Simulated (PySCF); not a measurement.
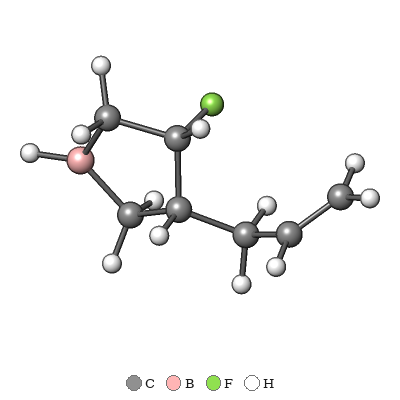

The molecule: C₇H₁₂BF, SMILES C=CC[C@@H]1CBC[C@@H]1F.

Simulated rotational absorption lines between 2 and 8 GHz at 10 K: rigid rotor with the equilibrium constants and dipole of one optimised conformer (PBE0-D3(BJ)/def2-SVP, PySCF 2.14.0), commonest isotopes; no centrifugal distortion, hyperfine structure, internal rotation or nuclear-spin weights; lines within 1 MHz of each other are summed. Lines of different type are drawn apart.

Q: What are the rotational constants, and what kind of rotor is it?

A: Rotational constants A, B, C = 3.106, 1.104, 0.9460 GHz; Ray's κ = −0.85, an asymmetric top on the prolate side.

Q: Assign the strongest lines, as J(Ka,Kc).

A:
```
 GHz     upper     lower  type  relative intensity
7.47   11(3,9)   11(2,9)     c                1.00
6.73  12(3,10)  12(2,10)     c                0.83
5.94  13(3,11)  13(2,11)     c                0.66
7.91  13(3,10)  13(2,11)     b                0.64
7.93  14(3,11)  14(2,12)     b                0.62
7.76    5(2,3)    5(1,5)     c                0.52
```

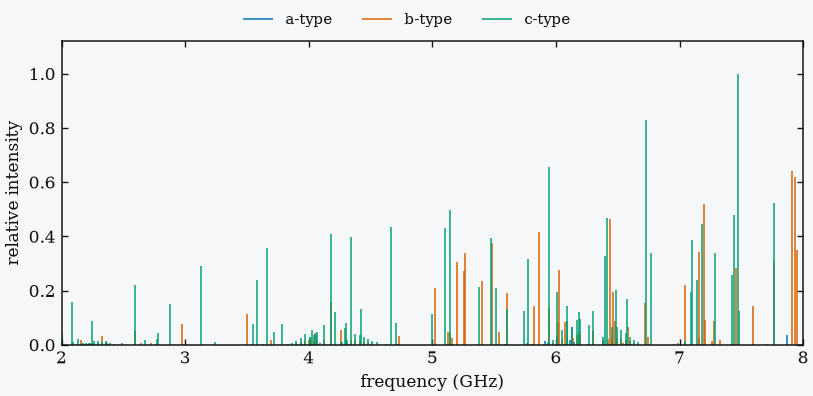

Known limits of this run: coarse grid, loose stop and no frequency check, small forces are noise and the end may be a saddle.
